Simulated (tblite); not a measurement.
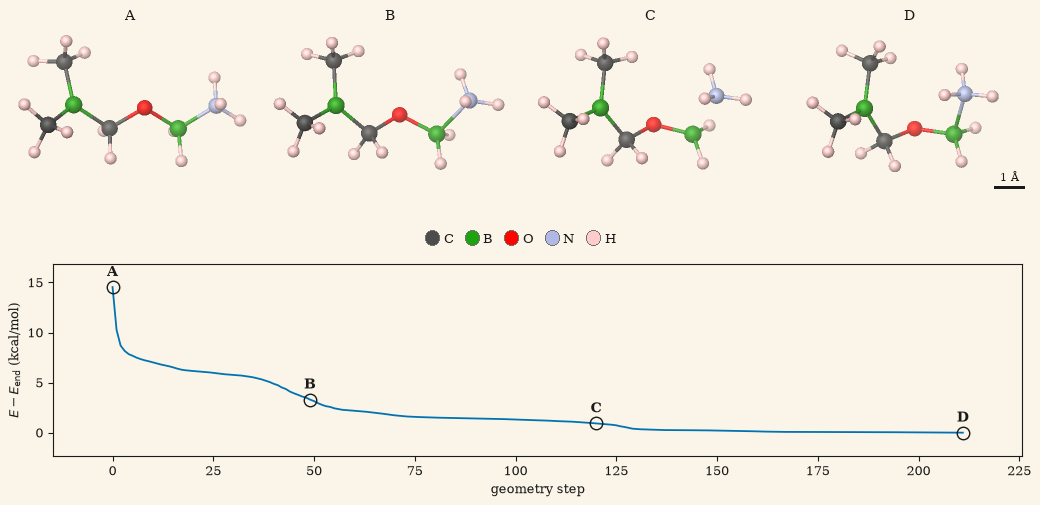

Frames of a relaxation of C₃H₁₃B₂NO, marked on the history of the run. Style: ball-and-stick. Shown from a free direction.

Method: GFN2-xTB geometry optimisation, gas phase in tblite 0.8.0. 

### What happens along the run?

The energy falls by 14.5 kcal/mol in 211 geometry steps. The largest move after the best rigid fit is that of an H atom, 1.93 Å. By element the largest moves are H 1.93 Å, O 1.65 Å, N 1.20 Å, C 0.89 Å, B 0.52 Å. Among the contacts that change: B–N 1.540 → 1.812 Å, B–O 1.486 → 1.395 Å, H–N 1.046 → 1.012 Å, C–H 1.122 → 1.090 Å. Among the angles between lasting bonds that change: C–O–B 109.9° → 119.7°, N–B–H 108.5° → 100.4°, B–C–O 109.0° → 117.1°. Groups turn about B–O by about 100°, C–O by about 85°, B–C by about 45°. From step 0 to 49: an H atom moves most (1.00 Å), energy −11.2 kcal/mol. From step 49 to 120: an H atom moves most (0.73 Å), energy −2.38 kcal/mol. From step 120 to 211: an H atom moves most (0.70 Å), energy −0.92 kcal/mol.

```
step  E − E(0), kcal/mol
   0                0.00
   1               -4.30
   2               -5.84
   3               -6.37
   4               -6.70
   5               -6.87
   6               -7.06
   7               -7.20
   8               -7.32
   9               -7.41
  10               -7.52
  21               -8.42
  31               -8.80
  42              -10.03
  52              -11.77
  63              -12.46
  73              -12.92
  84              -13.07
  95              -13.16
 105              -13.30
 116              -13.49
 126              -13.90
 137              -14.28
 148              -14.31
 158              -14.39
 169              -14.47
 179              -14.48
 190              -14.49
 200              -14.51
 211              -14.54
```
